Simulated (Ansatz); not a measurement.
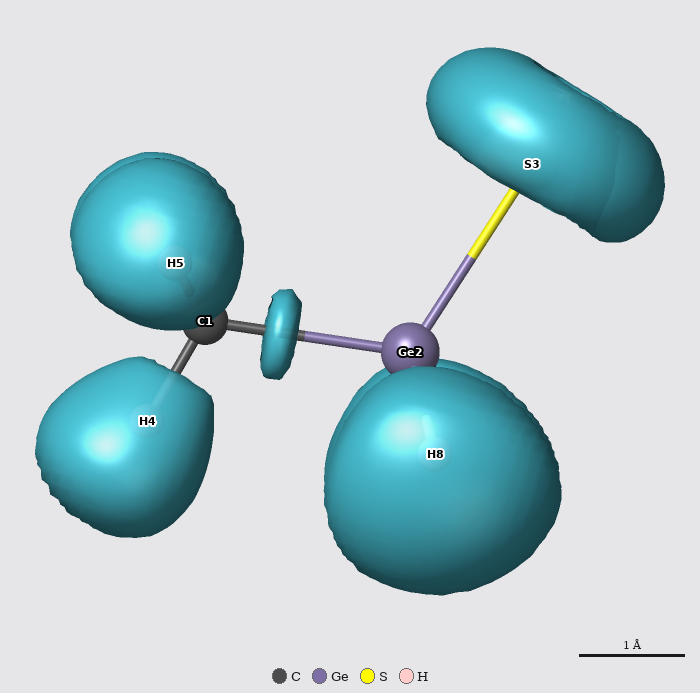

Figure 1: CH5GeS (SMILES [CH3][GeH2][S-]) (charge −1). Isosurface of the ELF at 0.85 (cyan), seen across its widest extent. Core shells and regions of very low density are left out.

Geometry: r2SCAN-D4/def2-SVPD.

Theory: isolated molecule in a Gaussian basis; Kohn-Sham density functional theory, functional PBE0 in Ansatz.

Input

```
crystal:
  periodic: [false, false, false]
  atoms:
    - symbol: C
      position_ang: [-1.179194, -0.347083, 0.058937]
    - symbol: Ge
      position_ang: [-0.922058, -0.528852, 2.021510]
    - symbol: S
      position_ang: [1.130160, -0.576563, 2.647948]
    - symbol: H
      position_ang: [-2.249305, -0.327546, -0.210400]
    - symbol: H
      position_ang: [-0.705936, 0.582540, -0.292797]
    - symbol: H
      position_ang: [-0.696649, -1.190598, -0.458285]
    - symbol: H
      position_ang: [-1.766184, -1.801658, 2.387078]
    - symbol: H
      position_ang: [-1.779007, 0.645537, 2.615379]
basis:
  gaussian: {orbitals: def2-TZVPD}
total_charge: -1
output: {forces: true, orbitals: {seedname: orbitals}}
hamiltonian: {xc: pbe0}
```

Command:

```sh
ansatz run input.yaml --threads 2 --pin off --max-ram 4350MiB --events-out events.jsonl --progress --plain --runs-dir runs
```

Question: Identify the bonds, lone pairs and shells in this picture.

Answer: The surface consists of five regions around hydrogen nuclei, one lobe of the valence shell of C pointing towards Ge (polar bonds) and one ring or bowl of non-bonding electrons around S. Profiles from the grid: C–Ge (1.99 Å): the ELF peaks at about 0.95 in the valence shell of C, 0.7 Å from its nucleus, and is about 0.70 at the midpoint. Ge–S (2.15 Å): the ELF peaks at about 0.80 in the valence shell of S, 1.0 Å from its nucleus, and is about 0.75 at the midpoint.
